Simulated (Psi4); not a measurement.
# CCSD(T)/def2-TZVPP run of NOF (nitrosyl fluoride)

Aim: the vertical ionisation energy of NOF (nitrosyl fluoride) at CCSD(T)/def2-TZVPP, from 2 runs. 

The calculation is run with Psi4 1.11.

1 further run of the same task is left out (set aside as unsound or not needed).

## (1) The molecule

NOF: 3 atoms, total charge 0, spin state singlet. SMILES: `O=NF`. Geometry: relaxed at PBE0-D4/def2-TZVP.

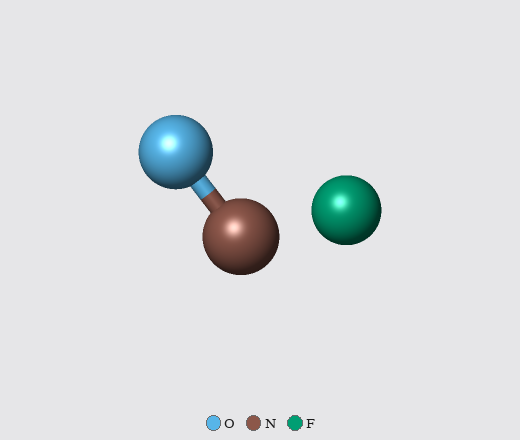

Viewed from a chosen angle; oxygen blue, nitrogen brown, fluorine teal.

## (2) A single-point energy at CCSD(T)/def2-TZVPP

File calc.inp:

```
memory 2200 MB

molecule mol {
  0 1
  O      0.868350     0.242970     0.504740
  N      0.148930    -0.482540     0.029910
  F     -1.017290     0.239580    -0.534650
  symmetry c1
}

set {
  basis def2-TZVPP
  reference rhf
  puream true
  e_convergence 1e-09
  d_convergence 1e-08
  scf_type pk
  num_frozen_docc 3
}

energy("ccsd(t)")
```

Run with:

```console
$ psi4 -i calc.inp -o calc.out -n 1
```

calc.out:

```text
[...]
  Running in c1 symmetry.
[...]
  Nuclear repulsion =   66.472921694977643
[...]
  Multiplicity = 1
[...]
  Nalpha       = 12
  Nbeta        = 12
[...]
    Number of basis functions: 93
[...]
   @RHF iter   1:  -228.63950510353197   -6.92897e-01   5.02652e-03 DIIS/ADIIS
[...]
   @RHF iter  13:  -228.72164648813799   -6.59384e-12   5.14705e-09 DIIS
[...]
    Orbital Energies [Eh]
    ---------------------
    Doubly Occupied:
       1A    -26.303486     2A    -20.735309     3A    -15.858793
       4A     -1.707795     5A     -1.561308     6A     -0.989567
       7A     -0.809529     8A     -0.786694     9A     -0.747707
      10A     -0.630779    11A     -0.622714    12A     -0.514545
[...]
  @RHF Final Energy:  -228.72164648813799
   => Energetics <=
    Nuclear Repulsion Energy =             66.4729216949776429
    One-Electron Energy =                -447.8526845116035702
    Two-Electron Energy =                 152.6581163284879494
    Total Energy =                       -228.7216464881379920
[...]
 Multipole Moments:
 ------------------------------------------------------------------------------------
     Multipole            Electronic (a.u.)      Nuclear  (a.u.)        Total (a.u.)
 ------------------------------------------------------------------------------------
 L = 1.  Multiply by 2.5417464519 to convert [e a0] to [Debye]
 Dipole X            :         -0.4274728            1.0164658            0.5889931
 Dipole Y            :         -0.0754238           -0.1919967           -0.2674204
 Dipole Z            :          0.0000000           -0.0000000            0.0000000
 Magnitude           :                                                    0.6468590
[...]
      * MP2 total energy                      = -229.413198184851723
[...]
      * CCSD total energy                     = -229.406693762319946
[...]
      * CCSD(T) total energy                  = -229.438657727142498
[...]
```

Run time: 53 s. Hardware: 1 thread of Intel Xeon Platinum 8259CL at 2.50GHz (Skylake/Cascade Lake), shared host; peak memory 0.85 GiB.

## (3) The doublet cation at the same level

File job.json:

```json
{
 "schema_name": "qcschema_input",
 "schema_version": 1,
 "molecule": {
  "schema_name": "qcschema_molecule",
  "schema_version": 2,
  "symbols": ["O", "N", "F"],
  "geometry": [1.64094368, 0.45914676, 0.95382036, 0.28143691, -0.91186844, 0.05652171, -1.92239949, 0.45274058, -1.01034207],
  "molecular_charge": 1,
  "molecular_multiplicity": 2,
  "fix_symmetry": "c1",
  "fix_com": true,
  "fix_orientation": true
 },
 "driver": "energy",
 "model": {
  "method": "ccsd(t)",
  "basis": "def2-TZVPP"
 },
 "keywords": {
  "reference": "uhf",
  "puream": true,
  "e_convergence": 1e-09,
  "d_convergence": 1e-08,
  "scf_type": "pk",
  "num_frozen_docc": 3,
  "maxiter": 100
 }
}
```

Run with:

```console
$ psi4 --qcschema job.json -n 1 --memory 2200MB
```

stdout:

```text
[...]
  Running in c1 symmetry.
[...]
  Nuclear repulsion =   66.472921806039651
[...]
  Multiplicity = 2
[...]
  Nalpha       = 12
  Nbeta        = 11
[...]
    Number of basis functions: 93
[...]
   @UHF iter   1:  -228.04363642486760   -9.70284e-02   6.92600e-03 DIIS/ADIIS
[...]
   @UHF iter  26:  -228.29271372461139   -7.02016e-12   5.10674e-09 DIIS
[...]
   @S^2 Observed:                1.021134144E+00
[...]
    Orbital Energies [Eh]
    ---------------------
    Alpha Occupied:
       1A    -26.733718     2A    -21.204460     3A    -16.208564
       4A     -2.122936     5A     -1.997548     6A     -1.386991
       7A     -1.247175     8A     -1.192689     9A     -1.157013
      10A     -1.041984    11A     -1.038232    12A     -0.970430
    Alpha Virtual:
      13A     -0.275573    14A     -0.143426    15A      0.033615
      16A      0.117700    17A      0.162668    18A      0.172849
      19A      0.249354    20A      0.316612    21A      0.333356
      22A      0.397089    23A      0.432578    24A      0.469226
      25A      0.536099    26A      0.574534    27A      0.750056
[...]
  @UHF Final Energy:  -228.29271372461139
   => Energetics <=
    Nuclear Repulsion Energy =             66.4729218060396505
    One-Electron Energy =                -438.5720167140352714
    Two-Electron Energy =                 143.8063811833842180
    Total Energy =                       -228.2927137246113887
  UHF NO Occupations:
  HONO-2 :   10  A 1.9517160
  HONO-1 :   11  A 1.9120755
[...]
 Multipole Moments:
 ------------------------------------------------------------------------------------
     Multipole            Electronic (a.u.)      Nuclear  (a.u.)        Total (a.u.)
 ------------------------------------------------------------------------------------
 L = 1.  Multiply by 2.5417464519 to convert [e a0] to [Debye]
 Dipole X            :          2.7177995           -2.2039876            0.5138119
 Dipole Y            :         -1.5061665            1.3647602           -0.1414062
 Dipole Z            :          1.3347030           -1.0668638            0.2678392
 Magnitude           :                                                    0.5964363
[...]
      * MP2 total energy                      = -228.899661961821437
[...]
      * CCSD total energy                     = -228.935966530455318
[...]
      * CCSD(T) total energy                     = -228.965857143114249
[...]
```

The result, in JSON:

```text
{
 "driver": "energy",
 "model": {
  "method": "ccsd(t)",
  "basis": "def2-TZVPP"
 },
 "success": true,
 "return_result": -228.96585714311425,
 "properties": {
  "calcinfo_nbasis": 93,
  "calcinfo_nmo": 93,
  "calcinfo_nalpha": 12,
  "calcinfo_nbeta": 11,
  "calcinfo_natom": 3,
  "nuclear_repulsion_energy": 66.47292180603965,
  "return_energy": -228.96585714311425,
  "scf_one_electron_energy": -438.57201671403527,
  "scf_two_electron_energy": 143.80638118338422,
  "scf_dipole_moment": [0.5138119236955405, -0.1414062458028027, 0.2678392359243378],
  "scf_total_energy": -228.2927137246114,
  "scf_iterations": 26,
  "mp2_same_spin_correlation_energy": -0.1622907218572831,
  "mp2_opposite_spin_correlation_energy": -0.4446575153527138,
  "mp2_singles_energy": -1.297940570530437e-26,
  "mp2_doubles_energy": -0.6069482372099969,
  "mp2_correlation_energy": -0.6069482372099969,
  "mp2_total_energy": -228.89966196182144,
  "ccsd_same_spin_correlation_energy": -0.14317823646377015,
  "ccsd_opposite_spin_correlation_energy": -0.5000745693800962,
  "ccsd_singles_energy": -8.349134680226122e-16,
  "ccsd_doubles_energy": -0.6432528058438663,
  "ccsd_correlation_energy": -0.6432528058438671,
  "ccsd_total_energy": -228.93596653045532,
  "ccsd_iterations": 28,
  "ccsd_prt_pr_correlation_energy": -0.6731434185028072,
  "ccsd_prt_pr_total_energy": -228.96585714311425
 }
}
```

Wall time 3.4 min (1 thread of Intel Xeon Platinum 8259CL at 2.50GHz (Skylake/Cascade Lake), shared host); peak memory 0.91 GiB.

## (4) Outcome

At CCSD(T)/def2-TZVPP, 3 core orbitals frozen:

```
                                                                  quantity          value
                                                 singlet NOF: total energy  -229.43866 Eh
                          singlet NOF: HOMO energy (Hartree–Fock orbitals)      -14.00 eV
                          singlet NOF: LUMO energy (Hartree–Fock orbitals)        1.63 eV
                        singlet NOF: HOMO–LUMO gap (Hartree–Fock orbitals)       15.63 eV
                  singlet NOF: correlation energy (3 core orbitals frozen)     -717.0 mEh
                                               singlet NOF: (T) correction     -31.96 mEh
                                                singlet NOF: T1 diagnostic          0.021
                                              doublet cation: total energy  -228.96586 Eh
doublet cation: HOMO energy (Hartree–Fock orbitals) (highest over α and β)      -26.41 eV
 doublet cation: LUMO energy (Hartree–Fock orbitals) (lowest over α and β)       -9.61 eV
               doublet cation: correlation energy (3 core orbitals frozen)     -673.1 mEh
                                            doublet cation: (T) correction     -29.89 mEh
                         doublet cation: ⟨S²⟩ of the reference determinant          1.021
                                             doublet cation: T1 diagnostic          0.074
                        vertical ionisation energy (to the doublet cation)      12.866 eV
```

The vertical ionisation energy comes to 12.87 eV (1241 kJ/mol). The T1 diagnostic (singlet NOF) of 0.021 is above the customary mark for such species, so a single reference may not serve. The triples (singlet NOF) make up 4.5 % of the correlation energy. ⟨S²⟩ (doublet cation) is 1.02 where a pure doublet has 0.75: the reference is spin-contaminated. The T1 diagnostic (doublet cation) of 0.074 is above the customary mark for such species, so a single reference may not serve. The triples (doublet cation) make up 4.4 % of the correlation energy.
